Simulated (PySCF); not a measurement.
## GeH3Br: single-point calculation

System: GeH3Br.
Method: MP2/ma-def2-TZVP, RHF (PySCF 2.14.0).

The geometry comes from this level: PBE0-D4/def2-TZVP.

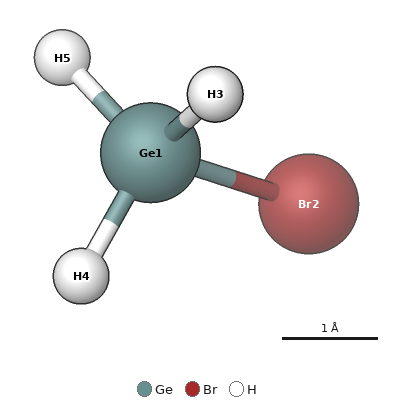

Figure 1. The structure as given in the input (ball-and-stick view, seen at a tilt; atoms are numbered from 1 in the order of the input). Sticks mark near contacts. Bond lengths as drawn: Br–Ge 2.31 Å and Ge–H 1.53 Å.

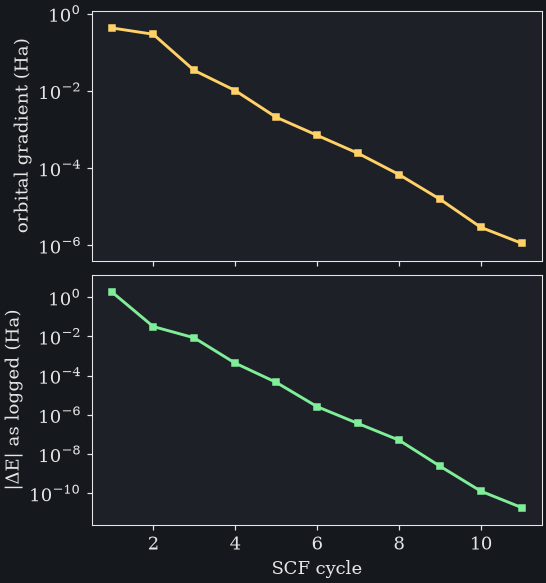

Figure 2. Convergence of the self-consistent field: orbital gradient and size of the energy change against the SCF cycle. The residual falls at every step.

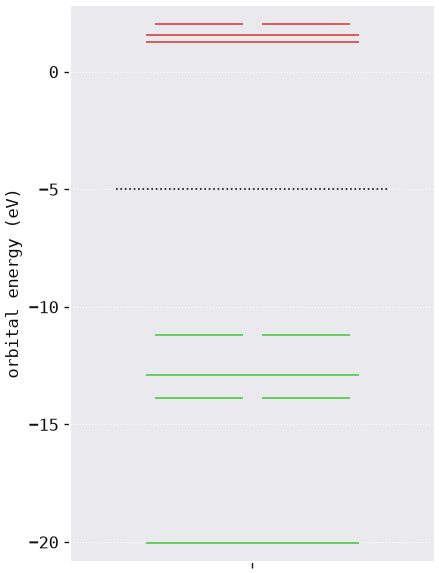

Figure 3. Orbital energies near the frontier (SCF reference); the dotted line parts filled from empty levels, and levels within 0.02 eV of each other stand side by side. Highest filled −11.21 eV, lowest empty 1.27 eV, 12.48 eV apart.

These pictures come from the run below.

Input file (job.py)
```python
from pyscf import gto, mp

mol = gto.M(
    atom='geometry.xyz',
    charge=0,
    verbose=4,
    basis='ma-def2-tzvp',
    max_memory=1860,
)

mf = mol.RHF()
mf.conv_tol = 1e-10
mf.kernel()
if not mf.converged:
    mf = mf.newton().run(mf.mo_coeff, mf.mo_occ)

pt = mp.MP2(mf, frozen=18).run()
etot = pt.e_tot
print('E(%s) = %.9f' % ('MP2', etot))
```

File geometry.xyz
```
5
BrGeH3
Ge     0.139040     0.013690    -0.129150
Br    -1.548450    -0.152490     1.438270
H      0.128210     1.452190    -0.655100
H     -0.172230    -0.995930    -1.238090
H      1.453450    -0.317450     0.584070
```

Launched with:
```bash
OMP_NUM_THREADS=1 python job.py
```

The program's output
```
PySCF version 2.14.0

[INPUT] num. atoms = 5
[INPUT] num. electrons = 70
[INPUT] charge = 0
[INPUT] spin (= nelec alpha-beta = 2S) = 0
[INPUT] symmetry False subgroup None
[INPUT] Mole.unit = angstrom
[INPUT] Symbol           X                Y                Z      unit          X                Y                Z       unit  Magmom
[INPUT]  1 Ge     0.139040000000   0.013690000000  -0.129150000000 AA    0.262747520360   0.025870350645  -0.244058128988 Bohr   0.0
[INPUT]  2 Br    -1.548450000000  -0.152490000000   1.438270000000 AA   -2.926146417583  -0.288164336735   2.717936393178 Bohr   0.0
[INPUT]  3 H      0.128210000000   1.452190000000  -0.655100000000 AA    0.242281786430   2.744241380832  -1.237959584203 Bohr   0.0
[INPUT]  4 H     -0.172230000000  -0.995930000000  -1.238090000000 AA   -0.325467530434  -1.882034939238  -2.339651017563 Bohr   0.0
[INPUT]  5 H      1.453450000000  -0.317450000000   0.584070000000 AA    2.746622435749  -0.599893558243   1.103732337575 Bohr   0.0

nuclear repulsion = 308.239791758447
number of shells = 48
number of NR pGTOs = 235
number of NR cGTOs = 122
basis = ma-def2-tzvp
ecp = {}

******** <class 'pyscf.scf.hf.RHF'> ********
method = RHF
initial guess = minao
damping factor = 0
level_shift factor = 0
DIIS = <class 'pyscf.scf.diis.CDIIS'>
diis_start_cycle = 1
diis_space = 8
diis_damp = 0
SCF conv_tol = 1e-10
SCF conv_tol_grad = None
SCF max_cycles = 50
direct_scf = True
direct_scf_tol = 1e-13
Set gradient conv threshold to 1e-05
Initial guess from minao.
init E= -4647.75183113055
  HOMO = -0.349882401022397  LUMO = 0.0205770058632524  gap/eV = 10.08071
cycle= 1 E= -4649.52781055313  delta_E= -1.78  |g|= 0.423  |ddm|= 1.65
  HOMO = -0.398964698798339  LUMO = 0.030935031180837  gap/eV = 11.69817
cycle= 2 E= -4649.55966457196  delta_E= -0.0319  |g|= 0.292  |ddm|= 0.427
  HOMO = -0.409370027007033  LUMO = 0.0428024700821812  gap/eV = 12.30424
cycle= 3 E= -4649.56813986528  delta_E= -0.00848  |g|= 0.0338  |ddm|= 0.14
  HOMO = -0.412602162110661  LUMO = 0.0467226849417894  gap/eV = 12.49887
cycle= 4 E= -4649.56857299207  delta_E= -0.000433  |g|= 0.0102  |ddm|= 0.0455
  HOMO = -0.412063190404179  LUMO = 0.0466395846367913  gap/eV = 12.48194
cycle= 5 E= -4649.56861841904  delta_E= -4.54e-05  |g|= 0.00208  |ddm|= 0.0143
  HOMO = -0.411987658789588  LUMO = 0.0466319901826324  gap/eV = 12.47968
cycle= 6 E= -4649.568621032  delta_E= -2.61e-06  |g|= 0.000708  |ddm|= 0.00352
  HOMO = -0.412063668067297  LUMO = 0.0466262415030929  gap/eV = 12.48159
cycle= 7 E= -4649.56862139101  delta_E= -3.59e-07  |g|= 0.000242  |ddm|= 0.00135
  HOMO = -0.412102132276426  LUMO = 0.0466371132955707  gap/eV = 12.48293
cycle= 8 E= -4649.56862144175  delta_E= -5.07e-08  |g|= 6.83e-05  |ddm|= 0.000599
  HOMO = -0.41209519798991  LUMO = 0.0466375225983047  gap/eV = 12.48275
cycle= 9 E= -4649.56862144414  delta_E= -2.39e-09  |g|= 1.57e-05  |ddm|= 0.000134
  HOMO = -0.412100269813094  LUMO = 0.0466378562989149  gap/eV = 12.48290
cycle= 10 E= -4649.56862144426  delta_E= -1.26e-10  |g|= 2.93e-06  |ddm|= 3.19e-05
  HOMO = -0.412099803808253  LUMO = 0.0466380133599085  gap/eV = 12.48289
cycle= 11 E= -4649.56862144428  delta_E= -1.82e-11  |g|= 1.13e-06  |ddm|= 6.64e-06
  HOMO = -0.412099906787031  LUMO = 0.0466380027440234  gap/eV = 12.48289
Extra cycle  E= -4649.56862144429  delta_E= -5.46e-12  |g|= 7.2e-07  |ddm|= 1.45e-06
converged SCF energy = -4649.56862144429

******** <class 'pyscf.mp.mp2.RMP2'> ********
nocc = 17, nmo = 104
frozen orbitals 18
E(RMP2) = -4650.0978652019  E_corr = -0.529243757607593
E(SCS-RMP2) = -4650.07095998129  E_corr = -0.502338537004059
E_corr(same-spin) = -0.153177660144291
E_corr(oppo-spin) = -0.376066097463302
E(MP2) = -4650.097865202
```

Results in brief

| quantity | value |
| --- | --- |
| outcome | converged |
| total energy | −4650.097865 hartree |
| SCF energy | −4649.568621 hartree |
| correlation energy | −0.529244 hartree |
| basis functions | 122 |
| HOMO of the SCF reference | −11.21 eV |
| LUMO of the SCF reference | 1.27 eV |
| hardware | 1 thread of Intel Xeon @ 2.70GHz, 189 GiB of memory available, shared host |
| wall time | 7.2 s |
| peak memory | 0.43 GiB |
